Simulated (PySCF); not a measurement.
SMILES c1sccc1C(c1ccccc1)=O (C11H8OS) at its GFN2-xTB optimised geometry (Å):

```
21

O      0.3953     2.4115    -0.6002
C      0.8248     1.4596     0.0214
C      0.1185     0.1518     0.0349
C      0.8103    -1.0568     0.0219
C      0.1142    -2.2516     0.0000
C     -1.2715    -2.2516     0.0000
C     -1.9650    -1.0519     0.0000
C     -1.2739     0.1448     0.0050
C      2.0676     1.5408     0.8110
C      2.3949     0.7399     1.9427
C      3.5903     1.0724     2.4835
S      4.3577     2.3582     1.6293
C      3.0411     2.4662     0.5477
H      1.8906    -1.0603     0.0014
H      0.6542    -3.1869    -0.0178
H     -1.8105    -3.1875    -0.0086
H     -3.0448    -1.0511    -0.0104
H     -1.7971     1.0894    -0.0056
H      1.7502    -0.0232     2.3398
H      4.0774     0.6440     3.3368
H      3.0448     3.1875    -0.2452
```

Level of theory: CAM-B3LYP/def2-SVP (PySCF). Cells within 0.4 Å of a nucleus heavier than hydrogen are left out (blank, or x).

Map of the log10 of the electron density (e/bohr³), floored at −4 on the plane z = 0.0 Å:

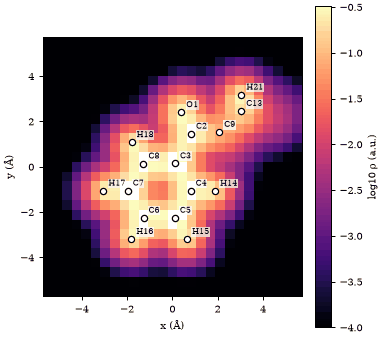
*Log10 of the electron density (e/bohr³), floored at −4 on the plane z = 0.0 Å.*
